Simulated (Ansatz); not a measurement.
**BrGaH₄O: density, localisation and related maps**

```yaml
atoms:
  - { symbol: Ga, position_ang: [-0.8497, -0.4551, -0.1620] }
  - { symbol: Br, position_ang: [0.6772, -2.1004, 0.6451] }
  - { symbol: H, position_ang: [-1.1992, -0.6174, -1.6742] }
  - { symbol: H, position_ang: [-1.7011, 0.2048, 0.9768] }
  - { symbol: H, position_ang: [1.5330, 0.3733, 0.0004] }
  - { symbol: O, position_ang: [0.7876, 0.9566, -0.2378] }
  - { symbol: H, position_ang: [0.7522, 1.6382, 0.4518] }
```

Theory: RKS B3LYP-D4/def2-SVP in Ansatz.

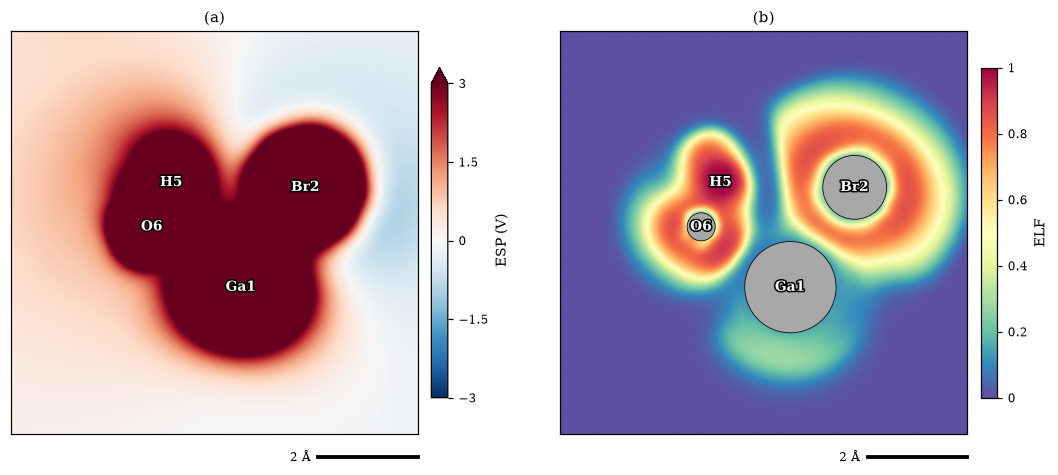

Figure 1. (a) molecular electrostatic potential; (b) electron localisation function on the plane of atoms Br2, Ga1 and O6. Grey discs cover the atomic cores in the ELF map.

Describe what can be read from this map.

Answer. Atoms in the plane: Ga, Br, H and O. Ga–O (2.16 Å): the ELF peaks at about 0.90 in the valence shell of O, 0.6 Å from its nucleus, and is about 0.15 at the midpoint. Ga–Br (2.39 Å): the ELF peaks at about 0.80 in the valence shell of Br, 1.0 Å from its nucleus, and is about 0.65 at the midpoint. O–H (0.98 Å): the ELF climbs to about 1 towards the hydrogen, as it does in any bond to H; a covalent bond by its length. The ELF also peaks beside Br2, away from the bonds: lone-pair regions. Outside the dense part of the molecule the potential is most negative (−0.9 V) near Br2.

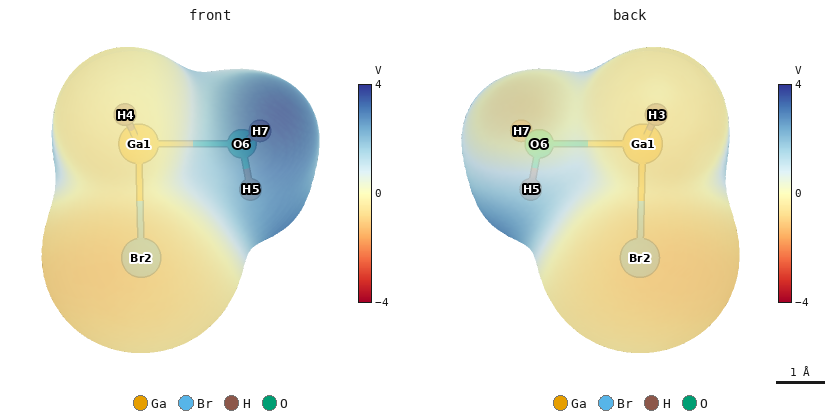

Figure 2. The molecular electrostatic potential painted on the density surface at 0.002 e/bohr³, seen from the front and from behind; the colour scale runs from red (negative) to blue (positive).

Describe the electrostatic potential map.

Answer. The most negative region (about −1.0 V) lies over Br2, the most positive (about +3.5 V) over H7.

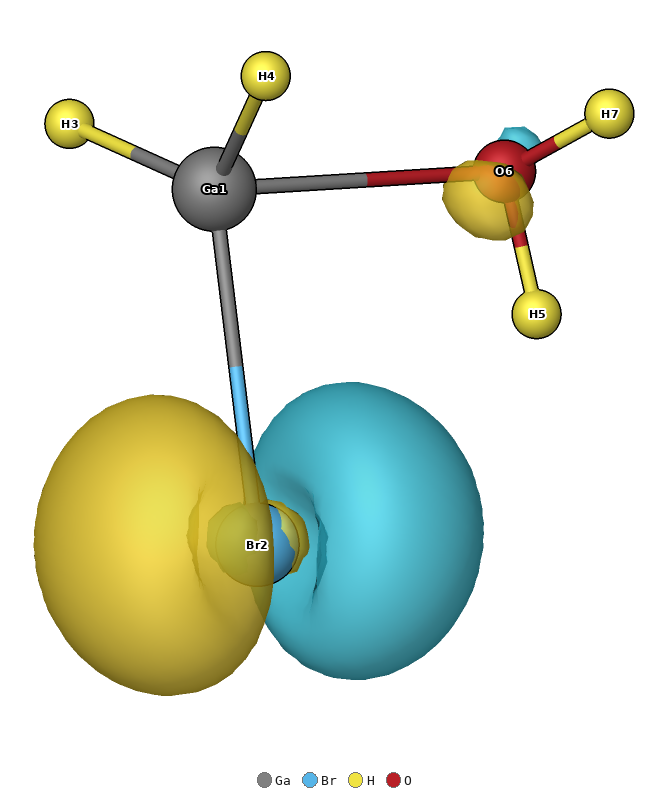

Figure 3. The HOMO−1 at ±0.2 Å⁻³ᐟ² (yellow and cyan are the two phases), seen at a tilt.

What is the character of this orbital?

Answer. It lies mainly on Br2 (about 90 %); largely a lone pair of Br2. Its energy is −7.57 eV.
